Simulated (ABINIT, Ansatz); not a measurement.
# Lattice dynamics of RbCaH3 (Pm-3m) in two programs, part 2 of 4

How does RbCaH3 (Pm-3m) vibrate, and is this structure a minimum?

ABINIT 10.8.3; DFT LDA, scalar-relativistic, plane waves, PseudoDojo norm-conserving pseudopotentials.

So far. Step 5 (Linear response at Γ): The acoustic modes at Γ come out as far as 0.5 cm⁻¹ from zero, where they should vanish, a small numerical error; the Born charges miss their sum rule by 3.8e-4 e, which is good. The relaxed cell has a = 4.397 Å (conventional setting).

## Step 6: Phonons on a q mesh

Linear response treats each wavevector of the 2×2×2 mesh in the unit cell; the first-order potentials are kept for the electron-phonon matrix elements.

dfpt_q.abi

```
ndtset 3

# wavevectors
qpt1 0.5 0.0 0.0
qpt2 0.5 0.5 0.0
qpt3 0.5 0.5 0.5

# displacements
getwfk_filepath "gso_WFK"
getwfq_filepath "gso_WFK"
kptopt 3
nqpt 1
rfphon 1
rfatpol 1 5
rfdir 1 1 1
tolvrs 1.0d-10
prtwf 0
prtpot 1

# basis, mesh and filling
ecut 31.0
ngkpt 6 6 6
nshiftk 1
shiftk 0.5 0.5 0.5
istwfk *1
occopt 1
nband 11
nstep 100
diemac 9.0
prtebands 0
prtgsr 0
useylm 1

# cell and atoms
acell 3*1.0 Angstrom
rprim 
    4.397006859 0.0 0.0
    0.0 4.397006859 0.0
    0.0 0.0 4.397006859
ntypat 3
znucl 37 20 1
natom 5
typat 1 2 3 3 3
xred 
    0.0 0.0 0.0
    0.5 0.5 0.5
    0.0 0.5 0.5
    0.5 0.0 0.5
    0.5 0.5 0.0
pp_dirpath "./pseudo"
pseudos "Rb.upf, Ca.upf, H.upf"
```

Run with:

```sh
OMP_NUM_THREADS=1 mpirun -n 4 abinit dfpt_q.abi > dfpt_q.log
```

Numbers of over 12 decimals in the logs are rounded to 6 here.

dfpt_q.abo, the main output file:

```text
[banners, grids, parts of the stress and lines that vanish by symmetry left out]
- input  file    -> dfpt_q.abi
- output file    -> dfpt_q.abo
- root for input  files -> dfpt_qi
[...]
DATASET    1 : space group Pm -3 m (#221); Bravais cP (primitive cubic)
[...]
nfft =       91125          nkpt =         216
[...]
DATASET    2 : space group Pm -3 m (#221); Bravais cP (primitive cubic)
[...]
nfft =       91125          nkpt =         216
[...]
DATASET    3 : space group Pm -3 m (#221); Bravais cP (primitive cubic)
[...]
nfft =       91125          nkpt =         216
[...]
== DATASET  1 ==================================================================
[...]
cutoff_energies: {ecut:  31.0, pawecutdg:  -1.0, }
[...]
Perturbation : displacement of atom   1   along direction   1
[...]
-ETOT  1   2.417249     -1.461E+03 5.311E+00 1.543E+03
 ETOT  2   1.780151     -6.371E-01 6.049E-03 4.894E+01
 ETOT  3   1.756416     -2.373E-02 7.829E-05 4.646E+01
 ETOT  4   1.754060     -2.357E-03 2.198E-05 4.468E+00
 ETOT  5   1.753664     -3.956E-04 2.480E-06 3.301E-01
[...]
At SCF step   13       vres2   =  5.81E-11 < tolvrs=  1.00E-10 =>converged.
[...]
Perturbation : displacement of atom   1   along direction   2
[...]
-ETOT  1   1.441782     -1.320E+03 5.256E+00 2.856E+01
[...]
At SCF step   12       vres2   =  6.19E-11 < tolvrs=  1.00E-10 =>converged.
[...]
Perturbation : displacement of atom   2   along direction   1
[...]
-ETOT  1   10.807230756614     -3.284E+03 1.326E+01 6.617E+03
[...]
At SCF step   14       vres2   =  1.26E-11 < tolvrs=  1.00E-10 =>converged.
[...]
Perturbation : displacement of atom   2   along direction   2
[...]
-ETOT  1   9.182262     -3.110E+03 1.309E+01 2.803E+02
[...]
At SCF step   12       vres2   =  7.74E-11 < tolvrs=  1.00E-10 =>converged.
[...]
Perturbation : displacement of atom   3   along direction   1
[...]
-ETOT  1   6.500595     -6.987E+01 2.581E-01 2.700E+04
[...]
Perturbation : displacement of atom   3   along direction   2
[...]
-ETOT  1  0.977422     -6.887E+01 3.489E-01 1.590E+03
[...]
Perturbation : displacement of atom   4   along direction   1
[...]
-ETOT  1   2.295065     -6.931E+01 1.701E-01 2.276E+04
[...]
Perturbation : displacement of atom   4   along direction   2
[...]
-ETOT  1   4.572843     -7.005E+01 2.344E-01 2.224E+03
[...]
Perturbation : displacement of atom   4   along direction   3
[...]
-ETOT  1  0.970587     -6.888E+01 2.383E-01 1.666E+03
[...]
Phonon wavevector (reduced coordinates) :  0.50000  0.00000  0.00000
 Phonon energies in Hartree :
[...]
Phonon frequencies in cm-1    :
-  6.187084E+01  6.187084E+01  8.685547E+01  1.069682E+02  1.069682E+02
-  1.939476E+02  4.062887E+02  4.062887E+02  4.215115E+02  4.284856E+02
-  4.284856E+02  6.690038E+02  1.205957E+03  1.205957E+03  1.313886E+03
[...]
== DATASET  2 ==================================================================
[...]
cutoff_energies: {ecut:  31.0, pawecutdg:  -1.0, }
[...]
Perturbation : displacement of atom   1   along direction   1
[...]
-ETOT  1   2.011882     -1.393E+03 5.315E+00 1.841E+02
[...]
Perturbation : displacement of atom   1   along direction   3
[...]
-ETOT  1   1.310755     -1.315E+03 5.265E+00 2.441E+01
[...]
Perturbation : displacement of atom   2   along direction   1
[...]
-ETOT  1   10.027091247738     -3.200E+03 1.316E+01 2.761E+02
[...]
Perturbation : displacement of atom   2   along direction   3
[...]
-ETOT  1   8.823923     -3.105E+03 1.311E+01 2.033E+02
[...]
Perturbation : displacement of atom   3   along direction   1
[...]
-ETOT  1   5.848600     -6.968E+01 2.320E-01 1.105E+04
[...]
Perturbation : displacement of atom   3   along direction   2
[...]
-ETOT  1   1.561737     -6.920E+01 3.321E-01 7.040E+03
[...]
Perturbation : displacement of atom   3   along direction   3
[...]
-ETOT  1   1.000931     -6.879E+01 1.618E-01 1.417E+03
[...]
Perturbation : displacement of atom   5   along direction   1
[...]
-ETOT  1   1.510869     -6.925E+01 4.232E-01 7.150E+03
[...]
Perturbation : displacement of atom   5   along direction   3
[...]
-ETOT  1   4.526904     -7.004E+01 2.344E-01 2.002E+03
[...]
Phonon wavevector (reduced coordinates) :  0.50000  0.50000  0.00000
 Phonon energies in Hartree :
[...]
Phonon frequencies in cm-1    :
-  6.000678E+01  6.438645E+01  6.438645E+01  1.259862E+02  1.966845E+02
-  2.031096E+02  2.031096E+02  4.514233E+02  4.514233E+02  4.634302E+02
-  4.634302E+02  6.742727E+02  1.204938E+03  1.222717E+03  1.347373E+03
[...]
== DATASET  3 ==================================================================
[...]
cutoff_energies: {ecut:  31.0, pawecutdg:  -1.0, }
[...]
Perturbation : displacement of atom   1   along direction   1
[...]
-ETOT  1   1.834828     -1.367E+03 5.321E+00 3.078E+02
[...]
Perturbation : displacement of atom   2   along direction   1
[...]
-ETOT  1   9.971346     -3.168E+03 1.320E+01 2.257E+02
[...]
Perturbation : displacement of atom   3   along direction   1
[...]
-ETOT  1   5.600211     -6.961E+01 2.035E-01 7.365E+03
[...]
At SCF step   12       vres2   =  7.18E-11 < tolvrs=  1.00E-10 =>converged.
[...]
Perturbation : displacement of atom   3   along direction   2
[...]
-ETOT  1   1.239980     -6.919E+01 3.182E-01 3.722E+03
[...]
ETOT 10  0.506242     -2.879E-10 4.829E-11 3.069E-10
 ETOT 11  0.506242     -2.720E-11 6.925E-12 7.926E-11
 At SCF step   11       vres2   =  7.93E-11 < tolvrs=  1.00E-10 =>converged.
[...]
Phonon wavevector (reduced coordinates) :  0.50000  0.50000  0.50000
 Phonon energies in Hartree :
[...]
Phonon frequencies in cm-1    :
-  6.868821E+01  6.868821E+01  6.868821E+01  1.480259E+02  1.480259E+02
-  1.480259E+02  2.214607E+02  2.214607E+02  2.214607E+02  6.026327E+02
-  6.026327E+02  6.026327E+02  1.222672E+03  1.222672E+03  1.365499E+03
[...]
strten2     0.0000000000E+00  0.0000000000E+00  0.0000000000E+00
           strten3     0.0000000000E+00  0.0000000000E+00  0.0000000000E+00
================================================================================
```

Run time: 19 min. Hardware: 4 MPI ranks of Arm Neoverse V2, shared host.

Numbers from this step:

| Quantity | Value |
| --- | --- |
| lowest mode on the q mesh (acoustic ones at the zone centre apart) | 60.01 cm⁻¹ |

Frequencies (cm⁻¹) before the sum rule at the irreducible wavevectors but Γ, which is solved apart; negative means imaginary. Frequencies by wavevector:

```csv
q (fractions),star,mode 1,mode 2,mode 3,mode 4,mode 13,mode 14,mode 15
0.5 0 0,3,61.87,61.87,86.86,107,1206,1206,1314
0.5 0.5 0,3,60.01,64.39,64.39,126,1205,1223,1347
0.5 0.5 0.5,1,68.69,68.69,68.69,148,1223,1223,1366
```

## Step 7: Interpolated phonon bands

anaddb transforms the dynamical matrices to force constants, with the dipole-dipole part treated apart, and back along the path; points of the mesh come back as solved, but for the sum rule and, in polar crystals, the LO-TO term at Γ; the rest is interpolation.

anaddb.abi

```
ddb_filepath "all_DDB"
output_file "anaddb.abo"
outdata_prefix "anaddb"
ifcflag 1
ngqpt 2 2 2
nqshft 1
q1shft 0.0 0.0 0.0
asr 1
chneut 1
dipdip 1
dipquad 0
quadquad 0
enunit 0
eivec 0
nph1l 62
qph1l 
    0.0 5.0d-06 0.0 1.0
    0.0 0.05 0.0 1.0
    0.0 0.1 0.0 1.0
    0.0 0.15 0.0 1.0
    0.0 0.2 0.0 1.0
    0.0 0.25 0.0 1.0
    0.0 0.3 0.0 1.0
    0.0 0.35 0.0 1.0
    0.0 0.4 0.0 1.0
    0.0 0.45 0.0 1.0
    0.0 0.5 0.0 1.0
    0.05 0.5 0.0 1.0
    0.1 0.5 0.0 1.0
    0.15 0.5 0.0 1.0
    0.2 0.5 0.0 1.0
    0.25 0.5 0.0 1.0
    0.3 0.5 0.0 1.0
    0.35 0.5 0.0 1.0
    0.4 0.5 0.0 1.0
    0.45 0.5 0.0 1.0
    0.5 0.5 0.0 1.0
    0.45 0.45 0.0 1.0
    0.4 0.4 0.0 1.0
    0.35 0.35 0.0 1.0
    0.3 0.3 0.0 1.0
    0.25 0.25 0.0 1.0
    0.2 0.2 0.0 1.0
    0.15 0.15 0.0 1.0
    0.1 0.1 0.0 1.0
    0.05 0.05 0.0 1.0
    5.0d-06 5.0d-06 5.0d-06 1.0
    0.05 0.05 0.05 1.0
    0.1 0.1 0.1 1.0
    0.15 0.15 0.15 1.0
    0.2 0.2 0.2 1.0
    0.25 0.25 0.25 1.0
    0.3 0.3 0.3 1.0
    0.35 0.35 0.35 1.0
    0.4 0.4 0.4 1.0
    0.45 0.45 0.45 1.0
    0.5 0.5 0.5 1.0
    0.45 0.5 0.45 1.0
    0.4 0.5 0.4 1.0
    0.35 0.5 0.35 1.0
    0.3 0.5 0.3 1.0
    0.25 0.5 0.25 1.0
    0.2 0.5 0.2 1.0
    0.15 0.5 0.15 1.0
    0.1 0.5 0.1 1.0
    0.05 0.5 0.05 1.0
    0.0 0.5 0.0 1.0
    0.5 0.5 0.5 1.0
    0.5 0.5 0.45 1.0
    0.5 0.5 0.4 1.0
    0.5 0.5 0.35 1.0
    0.5 0.5 0.3 1.0
    0.5 0.5 0.25 1.0
    0.5 0.5 0.2 1.0
    0.5 0.5 0.15 1.0
    0.5 0.5 0.1 1.0
    0.5 0.5 0.05 1.0
    0.5 0.5 0.0 1.0
```

mrgddb.in

```
all_DDB
merged
4
dfpt_gammao_DS2_DDB
dfpt_qo_DS1_DDB
dfpt_qo_DS2_DDB
dfpt_qo_DS3_DDB
```

Run with:

```sh
mrgddb < mrgddb.in > mrgddb.log
OMP_NUM_THREADS=1 anaddb anaddb.abi > anaddb.log
```

anaddb.abo, the main output file:

```text
[banners, grids, parts of the stress and lines that vanish by symmetry left out]
-outvars_anaddb: echo values of input variables ----------------------

 Flags :
[...]
Dielectric Tensor and Effective Charges
[...]
Effective charge tensors after
[...]
Phonon wavevector (reduced coordinates) :  0.00000  0.00001  0.00000
 Phonon energies in Hartree :
[...]
Phonon frequencies in cm-1    :
-  0.000000E+00  0.000000E+00  0.000000E+00  1.083608E+02  1.083608E+02
-  1.186850E+02  3.496667E+02  3.496667E+02  3.496667E+02  4.059686E+02
-  4.059686E+02  6.419816E+02  1.206614E+03  1.206614E+03  1.291467E+03
[...]
Phonon wavevector (reduced coordinates) :  0.00000  0.05000  0.00000
 Phonon energies in Hartree :
[...]
Phonon frequencies in cm-1    :
-  1.025499E+01  1.025499E+01  1.896453E+01  1.083904E+02  1.083904E+02
-  1.206273E+02  3.511259E+02  3.511259E+02  3.516062E+02  4.065305E+02
-  4.065305E+02  6.426429E+02  1.206597E+03  1.206597E+03  1.292004E+03
[...]
Phonon wavevector (reduced coordinates) :  0.00000  0.10000  0.00000
 Phonon energies in Hartree :
[...]
Phonon frequencies in cm-1    :
-  2.012518E+01  2.012518E+01  3.622549E+01  1.084594E+02  1.084594E+02
-  1.263800E+02  3.553387E+02  3.553387E+02  3.571737E+02  4.081585E+02
-  4.081585E+02  6.445630E+02  1.206550E+03  1.206550E+03  1.293564E+03
[...]
Phonon wavevector (reduced coordinates) :  0.00000  0.15000  0.00000
 Phonon energies in Hartree :
[...]
Phonon frequencies in cm-1    :
-  2.928781E+01  2.928781E+01  5.059527E+01  1.085164E+02  1.085164E+02
-  1.355181E+02  3.618356E+02  3.618356E+02  3.656714E+02  4.106858E+02
-  4.106858E+02  6.475550E+02  1.206476E+03  1.206476E+03  1.296005E+03
[...]
Phonon wavevector (reduced coordinates) :  0.00000  0.20000  0.00000
 Phonon energies in Hartree :
[...]
Phonon frequencies in cm-1    :
-  3.751549E+01  3.751549E+01  6.178041E+01  1.085002E+02  1.085002E+02
-  1.469709E+02  3.699114E+02  3.699114E+02  3.760975E+02  4.138556E+02
[...]
Phonon wavevector (reduced coordinates) :  0.00000  0.25000  0.00000
 Phonon energies in Hartree :
[...]
Phonon frequencies in cm-1    :
[...]
Phonon wavevector (reduced coordinates) :  0.00000  0.30000  0.00000
 Phonon energies in Hartree :
[...]
Phonon frequencies in cm-1    :
[...]
Phonon wavevector (reduced coordinates) :  0.00000  0.35000  0.00000
 Phonon energies in Hartree :
[...]
Phonon frequencies in cm-1    :
[...]
Phonon wavevector (reduced coordinates) :  0.00000  0.40000  0.00000
 Phonon energies in Hartree :
[...]
Phonon frequencies in cm-1    :
[...]
Phonon wavevector (reduced coordinates) :  0.00000  0.45000  0.00000
 Phonon energies in Hartree :
[...]
Phonon frequencies in cm-1    :
[...]
Phonon wavevector (reduced coordinates) :  0.00000  0.50000  0.00000
 Phonon energies in Hartree :
[...]
Phonon frequencies in cm-1    :
[...]
Phonon wavevector (reduced coordinates) :  0.05000  0.50000  0.00000
 Phonon energies in Hartree :
[...]
Phonon frequencies in cm-1    :
[...]
Phonon wavevector (reduced coordinates) :  0.10000  0.50000  0.00000
 Phonon energies in Hartree :
[...]
Phonon frequencies in cm-1    :
[...]
Phonon wavevector (reduced coordinates) :  0.15000  0.50000  0.00000
 Phonon energies in Hartree :
[...]
Phonon frequencies in cm-1    :
[...]
Phonon frequencies in cm-1    :
[...]
Phonon wavevector (reduced coordinates) :  0.25000  0.25000  0.25000
 Phonon energies in Hartree :
[...]
Phonon frequencies in cm-1    :
[...]
-  1.703839E+02  3.059262E+02  3.301724E+02  3.301724E+02  5.201445E+02
-  5.201445E+02  6.516391E+02  1.214573E+03  1.214573E+03  1.324152E+03
  Phonon wavevector (reduced coordinates) :  0.30000  0.30000  0.30000
 Phonon energies in Hartree :
[...]
Phonon frequencies in cm-1    :
-  6.511871E+01  6.511871E+01  6.624845E+01  1.774071E+02  1.774071E+02
-  1.878901E+02  2.755583E+02  2.973271E+02  2.973271E+02  5.508628E+02
-  5.508628E+02  6.426890E+02  1.217337E+03  1.217337E+03  1.336765E+03
  Phonon wavevector (reduced coordinates) :  0.35000  0.35000  0.35000
 Phonon energies in Hartree :
[...]
Phonon frequencies in cm-1    :
-  6.573435E+01  6.687824E+01  6.687824E+01  1.874083E+02  1.874083E+02
[...]
Phonon wavevector (reduced coordinates) :  0.40000  0.40000  0.40000
 Phonon energies in Hartree :
[...]
Phonon frequencies in cm-1    :
[...]
Phonon wavevector (reduced coordinates) :  0.45000  0.45000  0.45000
 Phonon energies in Hartree :
[...]
Phonon frequencies in cm-1    :
[...]
Phonon wavevector (reduced coordinates) :  0.50000  0.50000  0.50000
 Phonon energies in Hartree :
[...]
Phonon wavevector (reduced coordinates) :  0.50000  0.50000  0.05000
 Phonon energies in Hartree :
[...]
Phonon frequencies in cm-1    :
[...]
Phonon wavevector (reduced coordinates) :  0.50000  0.50000  0.00000
 Phonon energies in Hartree :
[...]
Phonon frequencies in cm-1    :
[...]
-  2.031117E+02  2.031117E+02  4.514227E+02  4.514227E+02  4.634297E+02
-  4.634297E+02  6.742723E+02  1.204938E+03  1.222717E+03  1.347373E+03
-
```

Wall time 0.73 s (1 thread).

This step gave:

```
lowest frequency on the path : 0 cm⁻¹
```

Anaddb, dipole-dipole term. Phonon branches along the path, in cm⁻¹:

| point | branch 1 | branch 2 | branch 3 | branch 4 | branch 12 | branch 13 | branch 14 | branch 15 |
| --- | --- | --- | --- | --- | --- | --- | --- | --- |
| Γ | 0 | 0 | 0 | 108 | 642 | 1207 | 1207 | 1292 |
| X | 62 | 62 | 87 | 107 | 669 | 1206 | 1206 | 1314 |
| M | 60 | 64 | 64 | 126 | 674 | 1205 | 1223 | 1347 |
| Γ | 0 | 0 | 0 | 108 | 642 | 1207 | 1207 | 1292 |
| R | 69 | 69 | 69 | 148 | 603 | 1223 | 1223 | 1366 |
| X | 62 | 62 | 87 | 107 | 669 | 1206 | 1206 | 1314 |
| jump to R | 69 | 69 | 69 | 148 | 603 | 1223 | 1223 | 1366 |
| M | 60 | 64 | 64 | 126 | 674 | 1205 | 1223 | 1347 |

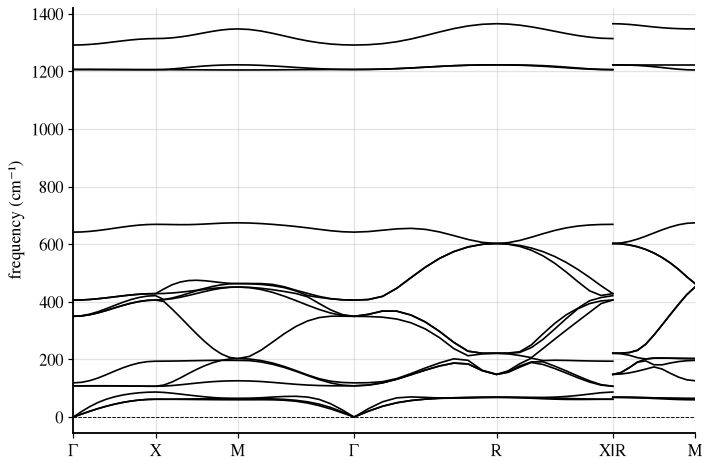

Phonon branches along the path.

All branches are real along the path.

(Continued in part 3 of 4.)

[Host names and launcher messages were left out of these logs when they were recorded.]

[Logs are printed without paths, hosts, clocks, repeated set-up lines and the standing remarks that a program may print on its own settings, such as how far it seeks lower states.]

[Hosts, paths, dates, database ids (printed as entryN), source tags and the programs' standing remarks are cut or masked in the printed files.]
